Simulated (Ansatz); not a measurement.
Input

```
crystal:
  lattice:
    - [3.3539951786, 0.0, 0.0]
    - [-1.6769975893, 2.9046450288, 0.0]
    - [0.0, 0.0, 7.777483845]
  atoms:
    - { symbol: Zr, position: [0.0, 0.0, 0.0] }
    - { symbol: Ti, position: [0.3333333333, 0.6666666667, 0.6568293687] }
    - { symbol: Ti, position: [0.6666666667, 0.3333333333, 0.3431706313] }
    - { symbol: B, position: [0.3333333333, 0.6666666667, 0.1868919929] }
    - { symbol: B, position: [0.6666666667, 0.3333333333, 0.8131080071] }
    - { symbol: B, position: [0.0, 0.0, 0.5] }
basis:
  ecutwfc: 420
kpoints:
  mp_grid: { grid: [12, 12, 4] }
hamiltonian:
  xc: pbe
scf:
  occupations: { method: gaussian, width: 0.1 }
output:
  forces: true
  stress: true
  eigenvalues: true
  write_density: true
  write_potential: true
  elf: true
  volumetric_format: npy
relax:
  adjacent_minimum: "off"
  f_tol: 0.01
  max_steps: 80
  cell: { stress_tol: 0.05 }
```

Launched as:

```sh
ansatz run input.yaml --threads 1 --pin off --max-ram 2560MiB --backend cpu --events-out ev --progress --plain --runs-dir out
```

Below, planes, directions and counts refer to the conventional cell (a = 3.33 Å, b = 3.33 Å, c = 7.93 Å, α = 90.00°, β = 90.00°, γ = 120.00°).

The fields are those of the run's last geometry, not of the input's.

Space group P-3m1; a generated structure, not necessarily the stable one; computed without spin polarisation.

Level of theory: DFT PBE, scalar-relativistic, plane waves, PAW in Ansatz 0.2.0.

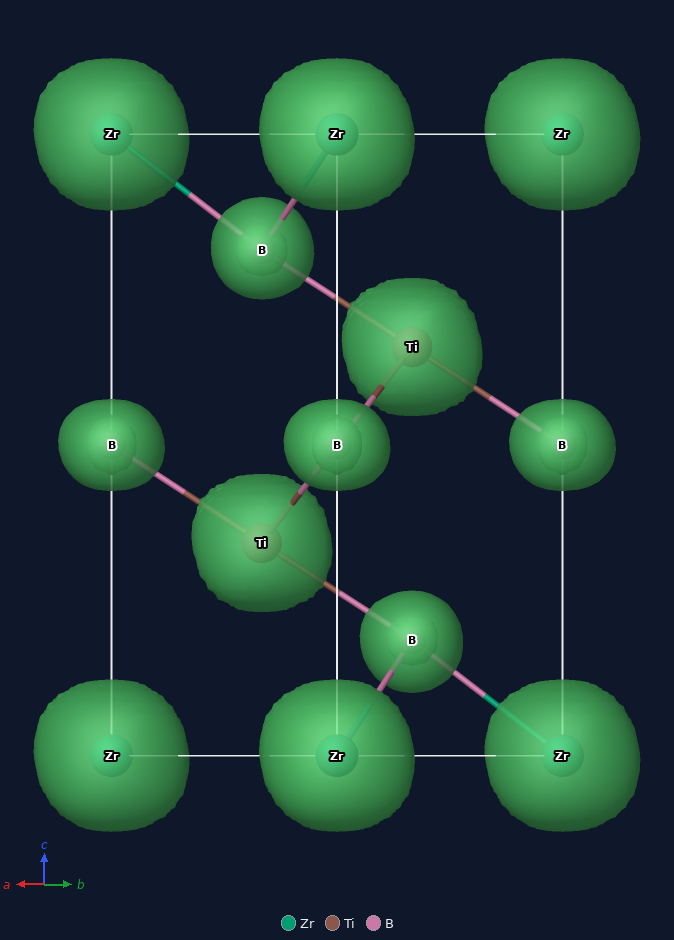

ZrTi₂B₃. Isosurface of the valence pseudo-density at 0.6 e/Å³ (green), seen along [110]. Sticks mark near contacts.

Core electrons are frozen (PAW), and the valence fields are smoothed inside the atomic spheres.

Which contacts does the surface bridge?

At this value the density breaks into separate islands; it holds about 60 % of the electrons treated as valence (semicore included). It bridges none of the near contacts. It is pinched off along the sampled Ti–B (2.29 Å) and Zr–B (2.42 Å) contacts. On the grid the lowest density along these lines, outside the cores, is 0.4 e/Å³ (Ti–B, 2.29 Å) and 0.38 e/Å³ (Zr–B, 2.42 Å).
